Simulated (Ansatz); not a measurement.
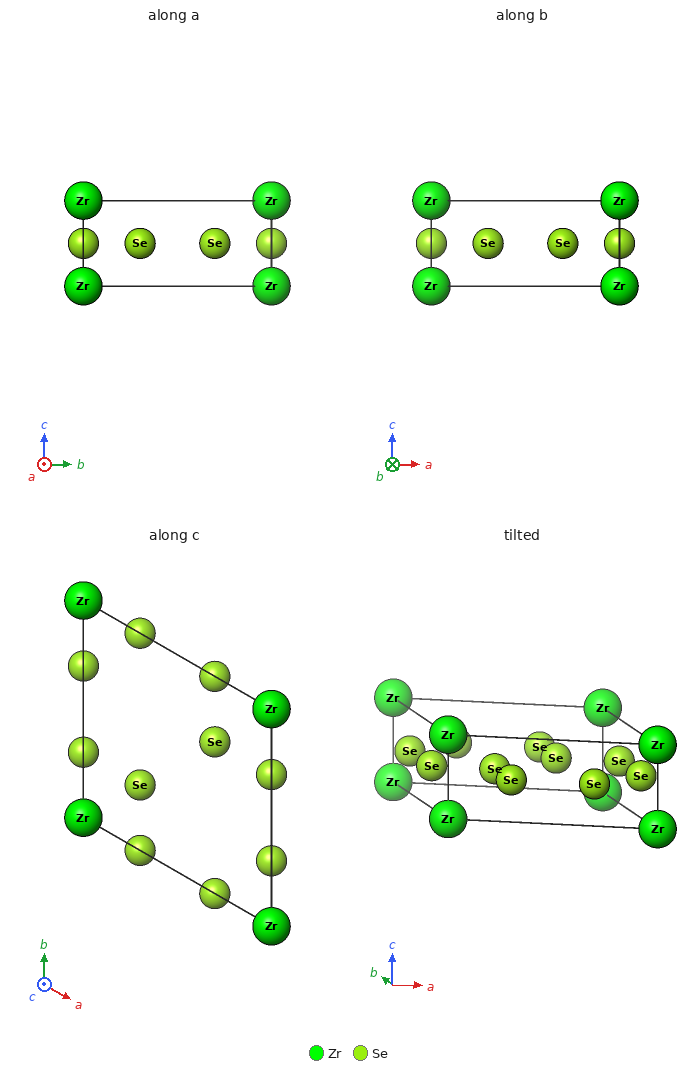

An orthographic spheres-only view of the structure, along the a axis, along the b axis, along the c axis and slightly off an axis. The edges of the conventional unit cell are marked.

Lattice parameters: a = 8.3894 Å, b = 8.3894 Å, c = 3.3087 Å, α = 90.000°, β = 90.000°, γ = 120.000°.

Set out the cell and atoms as a CIF in P1 with every atom of the cell, with free fractional coordinates to two decimals.

```cif
data_structure
_symmetry_space_group_name_H-M 'P 1'
_symmetry_Int_Tables_number 1
_cell_length_a 8.3894
_cell_length_b 8.3894
_cell_length_c 3.3087
_cell_angle_alpha 90.000
_cell_angle_beta 90.000
_cell_angle_gamma 120.000
_cell_volume 201.67
loop_
_atom_site_label
_atom_site_type_symbol
_atom_site_fract_x
_atom_site_fract_y
_atom_site_fract_z
_atom_site_occupancy
Zr1 Zr 0.00 0.00 0.00 1
Se1 Se 0.30 0.00 0.50 1
Se2 Se 0.70 0.00 0.50 1
Se3 Se 0.00 0.30 0.50 1
Se4 Se 0.00 0.70 0.50 1
Se5 Se 0.70 0.70 0.50 1
Se6 Se 0.30 0.30 0.50 1
```

Its origin is a structure type filled with these elements by a generator (whether the compound takes this form wasn't checked). Earlier steps of the study may have refined or changed the cell and positions. A calculation with Ansatz used it as input.
